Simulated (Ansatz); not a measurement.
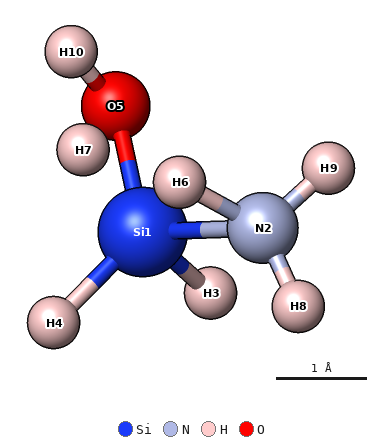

*The structure as given in the input (ball-and-stick view, seen at a tilt; atoms are numbered from 1 in the order of the input).*

**Run report: SiNH7O, single-point calculation**

The run: single-point calculation of SiNH7O. Method and program: RHF-MP2, frozen core/def2-QZVPP (Ansatz 0.2.0).

The geometry is a transition state. The reaction was set up to form Si1–H7 and N2–H6 and to break Si1–N2 and H6–H7 (atoms counted from 1 in the order of the input); sticks are drawn by distance alone. The geometry comes from this level: PBE0-D4/def2-TZVP.

The program's output
```
Functional definition: HF
  name "HF"
  cite "Fock, Z. Phys. 61, 126 (1930) doi:10.1007/BF01340294"
  parent pbe
  exchange = exact_x
  correlation = 0
2340 factors; integrals over basis functions are off by at most 8.9e-4 eV
mean field evaluation 1: about -11488.9770 eV, gradient 4.5e1 eV
mean field evaluation 2: about -11489.0669 eV, gradient 4.5e1 eV
mean field evaluation 4: about -11492.9951 eV, gradient 3.6e0 eV
mean field evaluation 8: about -11493.0468 eV, gradient 2.8e-1 eV
mean field -11493.04715621 eV, -422.3616927236 hartree, gradient 2.2e-6 eV, S^2 0.000000; 0 other end points of the search recorded, 0 dependent functions left out
7 core orbitals not correlated: weight in the atoms' cores, before any rotation towards them, 1.000 or more for the frozen orbitals, at most 0.000 for the correlated occupied ones
reference -11493.04715621 eV, -422.3616927236 hartree; 11, 11 occupied and 376, 376 virtual orbitals, 2340 factors
second order -18.64231612 eV of doubles, -0.00000000 eV of singles
Total energy: -11511.68947233 eV, -423.0467852048 hartree
```

The run was set up as follows.

The input
```yaml
crystal:
  periodic: [false, false, false]
  atoms:
    - {symbol: Si, position_ang: [-0.695214, -0.255508, -0.032164]}
    - {symbol: N, position_ang: [1.149574, -0.475681, 0.181996]}
    - {symbol: H, position_ang: [-1.006473, -1.546706, -0.725326]}
    - {symbol: H, position_ang: [-1.332952, -0.415988, 1.295648]}
    - {symbol: O, position_ang: [-1.177016, 0.761053, -1.234346]}
    - {symbol: H, position_ang: [0.932475, 0.583215, 0.682587]}
    - {symbol: H, position_ang: [0.027617, 1.329164, 0.783852]}
    - {symbol: H, position_ang: [1.478898, -1.277061, 0.710097]}
    - {symbol: H, position_ang: [1.677458, -0.383982, -0.678980]}
    - {symbol: H, position_ang: [-1.054569, 1.681397, -0.983365]}
basis:
  gaussian: {orbitals: "def2-QZVPP.json"}
correlation: {method: mp2}
```

Key numbers

```json
{"quantity": "outcome", "value": "converged"}
{"quantity": "total energy", "value": "−11511.6895 eV"}
{"quantity": "mean-field energy", "value": "−11493.0472 eV"}
{"quantity": "SCF solution under orbital rotations", "value": "stable"}
{"quantity": "hardware", "value": "2 CPU threads, shared host"}
{"quantity": "wall time", "value": "20 s (CPU time 38 s)"}
{"quantity": "peak memory", "value": "1.8 GiB"}
```
